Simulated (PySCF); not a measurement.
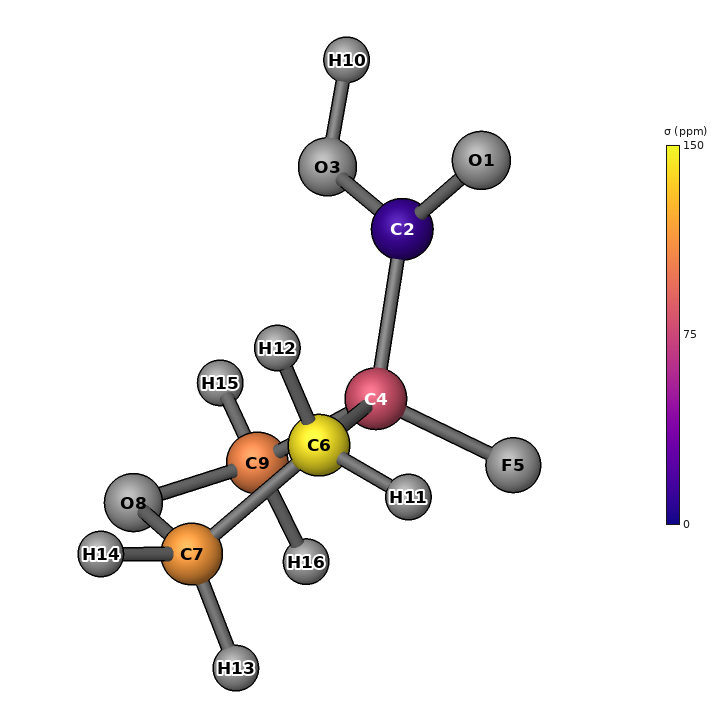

Atoms are coloured by their isotropic NMR shieldings (C only, the others grey). Geometry: an image of a reaction path computed with GFN2-xTB, not a minimum. Method: GIAO PBE0/pcSseg-1 NMR shielding, non-relativistic, gas phase (PySCF 2.14.0).

List the isotropic NMR shieldings of the C atoms.

```json
{"atom": "C2", "σ (ppm)": "12.4"}
{"atom": "C4", "σ (ppm)": "81.9"}
{"atom": "C6", "σ (ppm)": "142.5"}
{"atom": "C7", "σ (ppm)": "115.1"}
{"atom": "C9", "σ (ppm)": "106.6"}
```
